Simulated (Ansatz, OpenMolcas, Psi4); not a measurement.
**CO2 (carbon dioxide): the vertical energy of the triplet above the singlet, rung by rung**

CO2: 3 atoms, total charge 0, spin state singlet. As SMILES, `O=C=O`. Geometry: relaxed at PBE0-D4/def2-TZVP.

| atom | x (Å) | y (Å) | z (Å) |
| --- | --- | --- | --- |
| O | 0.3716 | -1.0919 | 0.0882 |
| C | 0.0001 | 0.0001 | 0.0001 |
| O | -0.3718 | 1.0918 | -0.0883 |

Each level gives the vertical energy of the triplet above the singlet (eV). The values are calculated.

```
                                         level                    kind     program  value (eV)  CPU time (all runs)
                                 SVWN5/cc-pVTZ                     LDA        Psi4        8.24                 40 s
                                   PBE/cc-pVTZ                     GGA  OpenMolcas        8.02                 61 s
                                  TPSS/cc-pVTZ                meta-GGA  OpenMolcas        7.95                 85 s
                                 B3LYP/cc-pVTZ           global hybrid      Ansatz        7.99                 79 s
                                 HSE06/cc-pVTZ  range-separated hybrid      Ansatz        8.01                 90 s
                               wB97M-V/cc-pVTZ  range-separated hybrid        Psi4        8.28              2.5 min
                                B2PLYP/cc-pVTZ           double hybrid      Ansatz        8.35              1.9 min
OMP2/cc-pVTZ (density fitting for correlation)     perturbation theory        Psi4        8.98                 70 s
                                  CCSD/cc-pVTZ   coupled cluster or CI      Ansatz        8.42                 37 s
                                    FCI/STO-3G    full CI, core frozen  OpenMolcas        7.42                 43 s
```

The values span 7.42 to 8.98 eV. High-level rows in very small sets aren't better than simpler rows in larger ones. CPU times are rough (shared hosts, several kinds of processor and program).

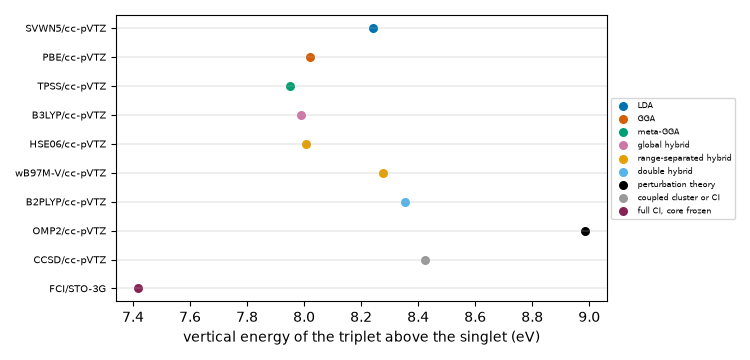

The values of the table, level by level.
